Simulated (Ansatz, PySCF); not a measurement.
CH4 (SMILES C) and C2H6O (SMILES COC) are pulled apart as rigid monomers along the line of their centres of mass, from the B3LYP-D3(BJ)/def2-TZVP minimum. Starting geometry (charge 0, multiplicity 1):
```xyz
14

C      0.100     0.048    -0.377
H      1.147     0.285    -0.565
H     -0.509     0.434    -1.193
H     -0.019    -1.034    -0.320
H     -0.214     0.501     0.563
C      1.106     0.235     3.265
O     -0.279     0.460     3.120
C     -1.034    -0.724     3.251
H      1.481    -0.456     2.499
H      1.342    -0.179     4.254
H      1.606     1.195     3.152
H     -0.756    -1.462     2.487
H     -2.083    -0.458     3.124
H     -0.896    -1.178     4.241
```

Interaction energies with rigid monomers; basis-set methods are counterpoise corrected unless marked otherwise.

Rows in 3-21G, 6-31G* carry no dispersion term and start afresh at each structure (6-31G* with six Cartesian d functions).

Codes used: Ansatz (a first-principles code) with Gaussian orbitals; PySCF for 3-21G rows, 6-31G* rows, the dispersion terms. Values without a source in brackets are computed.

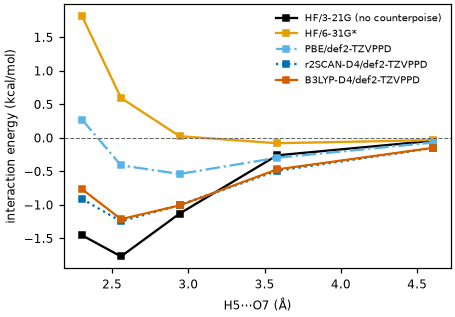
Figure: Interaction energy against separation

Problem. Which level binds most strongly at H5···O7 = 2.56, and by how much?

Solution. HF/3-21G (no counterpoise), -1.8 kcal/mol.
